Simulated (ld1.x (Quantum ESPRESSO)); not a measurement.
**Fluorine: generating and testing an ultrasoft potential**

Task: generate the file, and judge it by its errors in other configurations, its logarithmic derivatives, its ghosts and its cutoff.

Program: ld1.x (Quantum ESPRESSO) 7.5. Reference atom: PBE, scalar-relativistic, spherical and spin-unpolarised. All values are calculated.

## (1) The atom and the settings

Typed settings, in words:

| Quantity | Value |
| --- | --- |
| element | fluorine (F, Z = 9) |
| type | ultrasoft |
| frozen core | [He] |
| valence charge | 7 |
| reference configuration | 2s2 2p4 (charge +1) |
| partial waves | 2s (bound): rcut 0.50, rcutus 0.60 bohr; 2s channel at -2.85 Ry: rcut 0.50, rcutus 0.60 bohr; 2p (bound): rcut 1.10, rcutus 1.50 bohr; 2p channel at -0.9 Ry: rcut 1.10, rcutus 1.50 bohr; 3d channel at 0.05 Ry: rcut 1.15, rcutus 1.55 bohr; 3d channel at 1.2 Ry: rcut 1.15, rcutus 1.55 bohr |
| local potential | all-electron potential smoothed inside 0.65 bohr (lloc = -1) |
| core correction | Bessel-smoothed model core inside 0.45 bohr |
| augmentation charge | PSQ, inside the norm-conserving radii |

An earlier all-electron run gives the scale for the radii.

All-electron outer shells of the reference configuration (PBE, scalar-relativistic, ld1.x):

```csv
shell,level (eV),outermost node (bohr),outermost maximum (bohr)
1s,-684.12,–,0.11
2s,-47.39,0.24,0.75
2p,-28.31,–,0.68
3d,-1.72,–,6.87
```

## (2) Generating the potential

F.in reads:

```
 &input
   title='F', zed=9., rel=1, dft='PBE', iswitch=3,
   config='[He] 2s2 2p4 3d-2',
   nld=3, rlderiv=1.70, eminld=-5.0, emaxld=5.0, deld=0.02
 /
 &inputp
   pseudotype=3, tm=.true., lloc=-1, rcloc=0.65,
   nlcc=.true., new_core_ps=.true., rcore=0.45,
   which_augfun='PSQ', rmatch_augfun_nc=.true.,
   file_pseudopw='F.UPF', file_wfcaegen='ae.wfc', file_wfcncgen='nc.wfc', file_beta='beta', file_chi='chi', file_wfcusgen='us.wfc'
 /
6
2S  1  0   2.00   0.00  0.50  0.60  0.0
2S  1  0   0.00  -2.85  0.50  0.60  0.0
2P  2  1   4.00   0.00  1.10  1.50  0.0
2P  2  1   0.00  -0.90  1.10  1.50  0.0
3D  3  2  -2.00   0.05  1.15  1.55  0.0
3D  3  2  -2.00   1.20  1.15  1.55  0.0
 &test
   configts(1)='2s2 2p4'
 /
```

Command:

```sh
ld1.x < F.in > F.out
```

Output in F.out (without the banner and most projector matrices):

```text
     Program LD1 v.7.5
     --------------------------- All-electron run ----------------------------

     F
     scalar relativistic calculation

     atomic number is  9.00
     dft =PBE   lsd =0 sic =0 latt =0  beta=0.20 tr2=1.0E-14
     Exchange-correlation= PBE
                           (   1   4   3   4   0   0   0)
     mesh =1105 r(mesh) =  99.76081 a.u. xmin = -7.00 dx = 0.01250
     1 Ry =  13.60569312 eV, c = 137.03599908

     n l     nl                  e(Ry)          e(Ha)          e(eV)
     1 0     1S 1( 2.00)       -50.2821       -25.1410      -684.1226
     2 0     2S 1( 2.00)        -3.4829        -1.7415       -47.3875
     2 1     2P 1( 4.00)        -2.0807        -1.0403       -28.3087

     final scf error:  2.6E-15 reached in  24 iterations

     Etot =    -198.064175 Ry,     -99.032088 Ha,   -2694.800386 eV

     Ekin =     197.957838 Ry,      98.978919 Ha,    2693.353590 eV
     Encl =    -464.349038 Ry,    -232.174519 Ha,   -6317.790507 eV
     Eh   =      87.742187 Ry,      43.871093 Ha,    1193.793269 eV
     Exc  =     -19.415162 Ry,      -9.707581 Ha,    -264.156738 eV

     normalization and overlap integrals

     s(1S/1S) =  1.000000  <r> =   0.1763  <r2> =    0.0420  r(max) =   0.1139
     s(2S/2S) =  1.000000  <r> =   0.9615  <r2> =    1.1139  r(max) =   0.7522
     s(2P/2P) =  1.000000  <r> =   0.9832  <r2> =    1.2443  r(max) =   0.6806

     ------------------------ End of All-electron run ------------------------

     --------------------- Generating US pseudopotential ---------------------

      Generating local potential from pseudized AE potential:
      Matching radius rcloc =   0.6500

      Local pseudo, rcloc= 0.656 Estimated cut-off energy=    54.88 Ry

      Computing core charge for nlcc:

       r > 0.45 : true rho core
      Core charge pseudized with two Bessel functions
      Integrated core pseudo-charge :   0.64
      Wfc-us  2S rcutus= 0.593  Estimated cut-off energy=   118.96 Ry
      Wfc-us  2S rcutus= 0.593  Estimated cut-off energy=   119.78 Ry
      Wfc-us  2P rcutus= 1.496  Estimated cut-off energy=    36.07 Ry
      Wfc-us  2P rcutus= 1.496  Estimated cut-off energy=    54.46 Ry
      Wfc-us  3D rcutus= 1.534  Estimated cut-off energy=    43.99 Ry
      Wfc-us  3D rcutus= 1.534  Estimated cut-off energy=    45.27 Ry

     Q pseudized with Bessel functions
     Expected ecutrho=     896.8548 due to l1=  0   l2=  2

     ------------------- End of pseudopotential generation -------------------

     [... the all-electron block is printed once more ...]


     Computing logarithmic derivative in   1.70582
     Computing logarithmic derivative in   1.70582
     Computing the partial wave expansion
     R is outside the sphere for l=    0 j= 0.00
     R is outside the sphere for l=    0 j= 0.00
     R is outside the sphere for l=    1 j= 0.00
     R is outside the sphere for l=    1 j= 0.00
     R is outside the sphere for l=    2 j= 0.00
     R is outside the sphere for l=    2 j= 0.00

     ---------------------- Testing the pseudopotential ----------------------

     F
     scalar relativistic calculation

     atomic number is  9.00   valence charge is  7.00
     dft =PBE   lsd =0 sic =0 latt =0  beta=0.20 tr2=1.0E-14
     mesh =1105 r(mesh) =  99.76081 xmin = -7.00 dx = 0.01250

     n l     nl             e AE (Ry)        e PS (Ry)    De AE-PS (Ry)
     1 0     2S   1( 2.00)       -3.48292       -3.48300        0.00008
     2 1     2P   1( 4.00)       -2.08065       -2.08066        0.00000

     eps = 1.8E-17  iter =  4

     Etot =    -198.064175 Ry,     -99.032088 Ha,   -2694.800386 eV
     Etotps =   -48.502643 Ry,     -24.251322 Ha,    -659.912079 eV

     Ekin =      15.930063 Ry,       7.965031 Ha,     216.739549 eV
     Encl =    -107.357868 Ry,     -53.678934 Ha,   -1460.678204 eV
     Ehrt =      33.839377 Ry,      16.919689 Ha,     460.408179 eV
     Ecxc =      -9.990025 Ry,      -4.995012 Ha,    -135.921209 eV
     (Ecc =      -1.554543 Ry,      -0.777271 Ha,     -21.150630 eV)
     Epseu=      19.075809 Ry,       9.537905 Ha,     259.539606 eV

     ---------------------- End of pseudopotential test ----------------------
```

Run time: 1.1 s. Hardware: 1 thread of Neoverse-V1, shared host. This counts the later configuration tests of the new file too.

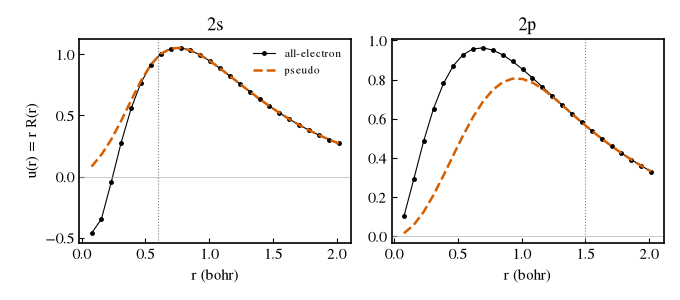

All-electron and pseudo partial waves (2s, 2p), with the matching radii dotted. The curves join 26 sampled radii.

## (3) Configuration tests

F.test.in reads:

```
 &input
   title='F', zed=9., rel=1, dft='PBE', iswitch=2,
   config='[He] 2s2 2p4 3d-2'
 /
 &test
   file_pseudo='F.UPF', nconf=8,
   configts(1)='2s2 2p4',
   configts(2)='2s2 2p5',
   configts(3)='2s2 2p3',
   configts(4)='2s2 2p2',
   configts(5)='2s1 2p5',
   configts(6)='2s1 2p6',
   configts(7)='2s2 2p1',
   configts(8)='2s2 2p4.5'
 /
```

Command:

```sh
ld1.x < F.test.in > F.test.out
```

F.test.out, the pseudopotential blocks:

```text
     ---------------------- Testing the pseudopotential ----------------------

     F
     scalar relativistic calculation

     atomic number is  9.00   valence charge is  7.00
     dft =PBE   lsd =0 sic =0 latt =0  beta=0.20 tr2=1.0E-14
     mesh =1105 r(mesh) =  99.76081 xmin = -7.00 dx = 0.01250

     n l     nl             e AE (Ry)        e PS (Ry)    De AE-PS (Ry)
     1 0     2S   1( 2.00)       -3.48292       -3.48300        0.00008
     2 1     2P   1( 4.00)       -2.08065       -2.08066        0.00000

     eps = 1.8E-17  iter =  4

     Etot =    -198.064175 Ry,     -99.032088 Ha,   -2694.800384 eV
     Etotps =   -48.502643 Ry,     -24.251322 Ha,    -659.912079 eV

     Ekin =      15.930063 Ry,       7.965031 Ha,     216.739549 eV
     Encl =    -107.357868 Ry,     -53.678934 Ha,   -1460.678204 eV
     Ehrt =      33.839377 Ry,      16.919689 Ha,     460.408179 eV
     Ecxc =      -9.990025 Ry,      -4.995012 Ha,    -135.921209 eV
     (Ecc =      -1.554543 Ry,      -0.777271 Ha,     -21.150630 eV)
     Epseu=      19.075809 Ry,       9.537905 Ha,     259.539606 eV

     ---------------------- End of pseudopotential test ----------------------

     ---------------------- Testing the pseudopotential ----------------------

     F
     scalar relativistic calculation

     atomic number is  9.00   valence charge is  7.00
     dft =PBE   lsd =0 sic =0 latt =0  beta=0.20 tr2=1.0E-14
     mesh =1105 r(mesh) =  99.76081 xmin = -7.00 dx = 0.01250

     n l     nl             e AE (Ry)        e PS (Ry)    De AE-PS (Ry)
     1 0     2S   1( 2.00)       -2.19758       -2.19761        0.00003
     2 1     2P   1( 5.00)       -0.81670       -0.81758        0.00088

     eps = 8.6E-16  iter =  9

     Etot =    -199.489330 Ry,     -99.744665 Ha,   -2714.190600 eV
     Etotps =   -49.928470 Ry,     -24.964235 Ha,    -679.311443 eV
     dEtot_ae =      -1.425155 Ry
     dEtot_ps =      -1.425827 Ry,   Delta E=       0.000672 Ry

     Ekin =      16.838584 Ry,       8.419292 Ha,     229.100609 eV
     Encl =    -118.016333 Ry,     -59.008166 Ha,   -1605.694007 eV
     Ehrt =      42.380155 Ry,      21.190078 Ha,     576.611386 eV
     Ecxc =     -11.020240 Ry,      -5.510120 Ha,    -149.938000 eV
     (Ecc =      -1.554543 Ry,      -0.777271 Ha,     -21.150630 eV)
     Epseu=      19.889363 Ry,       9.944682 Ha,     270.608570 eV

     ---------------------- End of pseudopotential test ----------------------

     ---------------------- Testing the pseudopotential ----------------------

     F
     scalar relativistic calculation

     atomic number is  9.00   valence charge is  7.00
     dft =PBE   lsd =0 sic =0 latt =0  beta=0.20 tr2=1.0E-14
     mesh =1105 r(mesh) =  99.76081 xmin = -7.00 dx = 0.01250

     n l     nl             e AE (Ry)        e PS (Ry)    De AE-PS (Ry)
     1 0     2S   1( 2.00)       -4.99731       -4.99635       -0.00096
     2 1     2P   1( 3.00)       -3.60167       -3.59883       -0.00284

     eps = 2.0E-16  iter =  9

     Etot =    -195.242940 Ry,     -97.621470 Ha,   -2656.415526 eV
     Etotps =   -45.682514 Ry,     -22.841257 Ha,    -621.542269 eV
     dEtot_ae =       2.821235 Ry
     dEtot_ps =       2.820129 Ry,   Delta E=       0.001106 Ry

     Ekin =      14.482743 Ry,       7.241372 Ha,     197.047762 eV
     Encl =     -94.003231 Ry,     -47.001616 Ha,   -1278.979116 eV
     Ehrt =      25.147886 Ry,      12.573943 Ha,     342.154417 eV
     Ecxc =      -8.723019 Ry,      -4.361510 Ha,    -118.682723 eV
     (Ecc =      -1.554543 Ry,      -0.777271 Ha,     -21.150630 eV)
     Epseu=      17.413107 Ry,       8.706554 Ha,     236.917390 eV

     ---------------------- End of pseudopotential test ----------------------

     ---------------------- Testing the pseudopotential ----------------------

     F
     scalar relativistic calculation

     atomic number is  9.00   valence charge is  7.00
     dft =PBE   lsd =0 sic =0 latt =0  beta=0.20 tr2=1.0E-14
     mesh =1105 r(mesh) =  99.76081 xmin = -7.00 dx = 0.01250

     n l     nl             e AE (Ry)        e PS (Ry)    De AE-PS (Ry)
     1 0     2S   1( 2.00)       -6.70364       -6.69971       -0.00393
     2 1     2P   1( 2.00)       -5.34782       -5.33827       -0.00955  !

     eps = 1.9E-16  iter = 10

     Etot =    -190.786158 Ry,     -95.393079 Ha,   -2595.777923 eV
     Etotps =   -41.231275 Ry,     -20.615637 Ha,    -560.980072 eV
     dEtot_ae =       7.278017 Ry
     dEtot_ps =       7.271368 Ry,   Delta E=       0.006648 Ry

     Ekin =      12.461315 Ry,       6.230658 Ha,     169.544829 eV
     Encl =     -78.234440 Ry,     -39.117220 Ha,   -1064.433788 eV
     Ehrt =      17.001342 Ry,       8.500671 Ha,     231.315043 eV
     Ecxc =      -7.281446 Ry,      -3.640723 Ha,     -99.069117 eV
     (Ecc =      -1.554543 Ry,      -0.777271 Ha,     -21.150630 eV)
     Epseu=      14.821954 Ry,       7.410977 Ha,     201.662962 eV

     ---------------------- End of pseudopotential test ----------------------

     ---------------------- Testing the pseudopotential ----------------------

     F
     scalar relativistic calculation

     atomic number is  9.00   valence charge is  7.00
     dft =PBE   lsd =0 sic =0 latt =0  beta=0.20 tr2=1.0E-14
     mesh =1105 r(mesh) =  99.76081 xmin = -7.00 dx = 0.01250

     n l     nl             e AE (Ry)        e PS (Ry)    De AE-PS (Ry)
     1 0     2S   1( 1.00)       -3.49542       -3.49381       -0.00161
     2 1     2P   1( 5.00)       -2.08974       -2.09082        0.00108

     eps = 8.8E-15  iter =  7

     Etot =    -196.660171 Ry,     -98.330085 Ha,   -2675.697932 eV
     Etotps =   -47.099984 Ry,     -23.549992 Ha,    -640.827928 eV
     dEtot_ae =       1.404004 Ry
     dEtot_ps =       1.402659 Ry,   Delta E=       0.001345 Ry

     Ekin =      16.341286 Ry,       8.170643 Ha,     222.334524 eV
     Encl =    -107.885522 Ry,     -53.942761 Ha,   -1467.857299 eV
     Ehrt =      33.756652 Ry,      16.878326 Ha,     459.282643 eV
     Ecxc =      -9.978811 Ry,      -4.989406 Ha,    -135.768646 eV
     (Ecc =      -1.554543 Ry,      -0.777271 Ha,     -21.150630 eV)
     Epseu=      20.666411 Ry,      10.333206 Ha,     281.180850 eV

     ---------------------- End of pseudopotential test ----------------------

     ---------------------- Testing the pseudopotential ----------------------

     F
     scalar relativistic calculation

     atomic number is  9.00   valence charge is  7.00
     dft =PBE   lsd =0 sic =0 latt =0  beta=0.20 tr2=1.0E-14
     mesh =1105 r(mesh) =  99.76081 xmin = -7.00 dx = 0.01250

     n l     nl             e AE (Ry)        e PS (Ry)    De AE-PS (Ry)
     1 0     2S   1( 1.00)       -2.23280       -2.23087       -0.00194
     2 1     2P   1( 6.00)       -0.84819       -0.84954        0.00135

     eps = 5.6E-15  iter =  9

     Etot =    -198.106554 Ry,     -99.053277 Ha,   -2695.376983 eV
     Etotps =   -48.547784 Ry,     -24.273892 Ha,    -660.526252 eV
     dEtot_ae =      -0.042379 Ry
     dEtot_ps =      -0.045141 Ry,   Delta E=       0.002762 Ry

     Ekin =      17.211538 Ry,       8.605769 Ha,     234.174905 eV
     Encl =    -118.216355 Ry,     -59.108177 Ha,   -1608.415447 eV
     Ehrt =      42.127598 Ry,      21.063799 Ha,     573.175166 eV
     Ecxc =     -10.977047 Ry,      -5.488524 Ha,    -149.350335 eV
     (Ecc =      -1.554543 Ry,      -0.777271 Ha,     -21.150630 eV)
     Epseu=      21.306482 Ry,      10.653241 Ha,     289.889459 eV

     ---------------------- End of pseudopotential test ----------------------

     ---------------------- Testing the pseudopotential ----------------------

     F
     scalar relativistic calculation

     atomic number is  9.00   valence charge is  7.00
     dft =PBE   lsd =0 sic =0 latt =0  beta=0.20 tr2=1.0E-14
     mesh =1105 r(mesh) =  99.76081 xmin = -7.00 dx = 0.01250

     n l     nl             e AE (Ry)        e PS (Ry)    De AE-PS (Ry)
     1 0     2S   1( 2.00)       -8.57765       -8.56202       -0.01563  !
     2 1     2P   1( 1.00)       -7.29740       -7.26626       -0.03114  !

     eps = 1.6E-16  iter =  9

     Etot =    -184.479831 Ry,     -92.239915 Ha,   -2509.975963 eV
     Etotps =   -34.942790 Ry,     -17.471395 Ha,    -475.420871 eV
     dEtot_ae =      13.584344 Ry
     dEtot_ps =      13.559854 Ry,   Delta E=       0.024491 Ry

     Ekin =       9.880898 Ry,       4.940449 Ha,     134.436469 eV
     Encl =     -60.413536 Ry,     -30.206768 Ha,    -821.968037 eV
     Ehrt =       9.972763 Ry,       4.986381 Ha,     135.686351 eV
     Ecxc =      -5.732137 Ry,      -2.866069 Ha,     -77.989702 eV
     (Ecc =      -1.554543 Ry,      -0.777271 Ha,     -21.150630 eV)
     Epseu=      11.349223 Ry,       5.674612 Ha,     154.414048 eV

     ---------------------- End of pseudopotential test ----------------------

     ---------------------- Testing the pseudopotential ----------------------

     F
     scalar relativistic calculation

     atomic number is  9.00   valence charge is  7.00
     dft =PBE   lsd =0 sic =0 latt =0  beta=0.20 tr2=1.0E-14
     mesh =1105 r(mesh) =  99.76081 xmin = -7.00 dx = 0.01250

     n l     nl             e AE (Ry)        e PS (Ry)    De AE-PS (Ry)
     1 0     2S   1( 2.00)       -2.80814       -2.80832        0.00018
     2 1     2P   1( 4.50)       -1.41356       -1.41422        0.00066

     eps = 2.0E-16  iter =  9

     Etot =    -198.934914 Ry,     -99.467457 Ha,   -2706.647396 eV
     Etotps =   -49.373614 Ry,     -24.686807 Ha,    -671.762240 eV
     dEtot_ae =      -0.870739 Ry
     dEtot_ps =      -0.870971 Ry,   Delta E=       0.000232 Ry

     Ekin =      16.451855 Ry,       8.225927 Ha,     223.838888 eV
     Encl =    -113.047437 Ry,     -56.523719 Ha,   -1538.088741 eV
     Ehrt =      38.182489 Ry,      19.091245 Ha,     519.499230 eV
     Ecxc =     -10.539397 Ry,      -5.269699 Ha,    -143.395804 eV
     (Ecc =      -1.554543 Ry,      -0.777271 Ha,     -21.150630 eV)
     Epseu=      19.578877 Ry,       9.789438 Ha,     266.384186 eV

     ---------------------- End of pseudopotential test ----------------------
```

Energies count from the reference configuration 2s2 2p4; the error is all-electron less pseudo.

```csv
valence configuration,charge,ΔE all-electron (eV),error AE − PS (meV)
2s2 2p5,0,-19.390,+9.1
2s2 2p3,+2,38.385,+15
2s2 2p2,+3,99.022,+90
2s1 2p5,+1,19.102,+18
2s1 2p6,0,-0.577,+38
2s2 2p1,+4,184.824,+333
2s2 2p4.5,+0.5,-11.847,+3.2
```

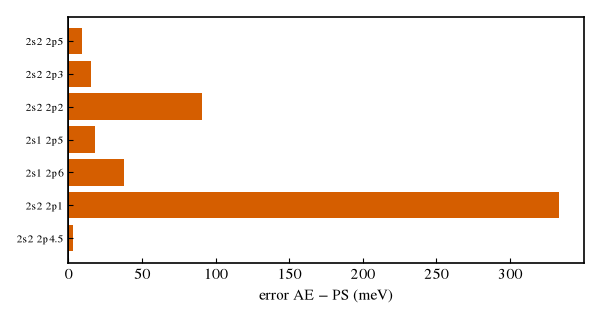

Error of the potential in each test configuration.

## (4) Scattering by logarithmic derivatives

Taken from the files of the generation run. The phase is arctan(r·u′/u) with u = r·R, unwrapped, with energies in Ry. A pole is an energy at which the radial function vanishes at the test radius. The pseudo phase is shifted by a multiple of π to meet the all-electron one at the reference energy. Levels narrower than the energy grid can be missing from the poles. The last column is the largest difference on the grid between −1 and +1 Ry.

```tsv
channel	radius (bohr)	reference (Ry)	poles AE	poles PS	window around the reference with phases within 0.05 rad (Ry)	largest difference near zero (rad)
s	1.71	-3.48	-2.83	-2.84, -0.34	below -0.5	3.120
p	1.71	-2.08	-1.42	-1.42	below 2.6	0.002
d	1.71	0.05	none	3.87	below 3.4	0.000
```

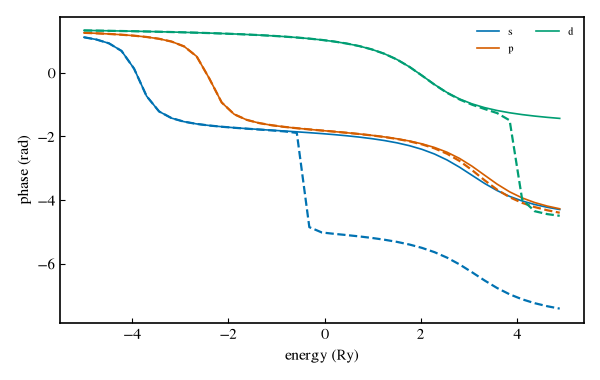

Phases by channel: all-electron solid, pseudo dashed.

## (5) Cutoff and ghost test in a Bessel basis

A separate test, outside the generator: the pseudo-atom's Hamiltonian at the reference potential is diagonalised in spherical Bessel functions j_l(qr) that vanish at 20 bohr, with q² up to the cutoff.

All-electron valence levels (Ry): 2s -3.4829, 2p -2.0806. The lowest levels of each channel (Ry) by cutoff; the last column sums, over occupied levels, occupation times the distance from the level at 400 Ry. A positive value at high cutoff is not a bound level.

```tsv
cutoff (Ry)	s #1	p #1	d #1	f #1	Σ f·Δε (mRy)
8	-3.2041	-1.3751	-0.1254	-0.0413	3380.1
15	-3.3417	-1.9273	-0.1257	-0.0413	896.0
21	-3.3461	-2.0370	-0.1258	-0.0413	448.6
35	-3.3739	-2.0801	-0.1258	-0.0413	220.4
50	-3.4240	-2.0804	-0.1259	-0.0413	119.1
60	-3.4449	-2.0806	-0.1259	-0.0413	76.6
90	-3.4762	-2.0806	-0.1259	-0.0413	13.6
100	-3.4794	-2.0806	-0.1259	-0.0413	7.2
120	-3.4821	-2.0806	-0.1259	-0.0413	1.9
160	-3.4825	-2.0807	-0.1259	-0.0413	1.1
180	-3.4826	-2.0807	-0.1259	-0.0413	0.8
230	-3.4829	-2.0807	-0.1259	-0.0413	0.2
400	-3.4830	-2.0807	-0.1259	-0.0413	0.0
```

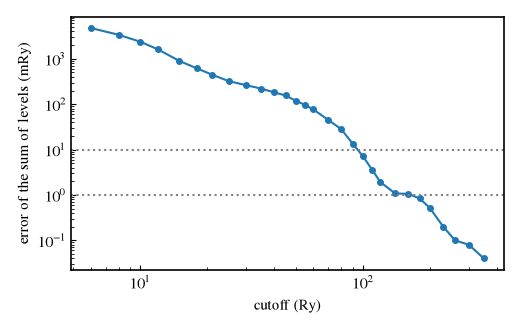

Occupation-weighted error of the valence levels against the cutoff; the dotted lines mark 10 and 1 mRy.

The sum stays within 10 mRy from 100 Ry and within 1 mRy from 180 Ry. The sum leaves out empty levels, which can need more. Ghost test: no level below the all-electron spectrum of its channel (s, p, d, f tested).

## (6) Summary of results

| quantity | value |
| --- | --- |
| cutoffs for 10 and 1 mRy, occupied levels | 100 Ry and 180 Ry |
| bound ghosts | none below the valence levels; a pole at negative energy in s is suspect |
| largest test error (AE − PS) | +333 meV, for 2s2 2p1 |
| largest phase difference near zero energy, channels read | 3.120 rad |
| lowest eigenvalue of the overlap (Bessel basis) | 0.212 (d) |
| density cutoff estimated by the generator | 897 Ry |

What this shows: By total energies transferability is fair for so large an energy: the largest error is 333 meV on 184.8 eV, for 2s2 2p1. That test lies far up in energy; among those under 40 eV, nearer to bonding, the largest error is 38 meV. It counts as hard, with 100 Ry needed at the looser tolerance. The slowest occupied level is 2s: taken alone it needs 120 Ry to come within 1 mRy, against 35 Ry for 2p. The ghost test, which looks below the valence levels, finds nothing, but the pseudo curve has an extra pole at negative energy (s at -0.34 Ry): a spurious bound state among the atom's levels is likely, and the file can't be cleared. Near zero energy the largest phase difference among the channels read is 3.12 rad, in the s channel. A step near π is an extra or missing state, not a misfit of shape. The pseudo curves have a pole with no partner nearby in the atom's: s at -0.34 Ry. These are tests on the free atom; a crystal test is still owed.
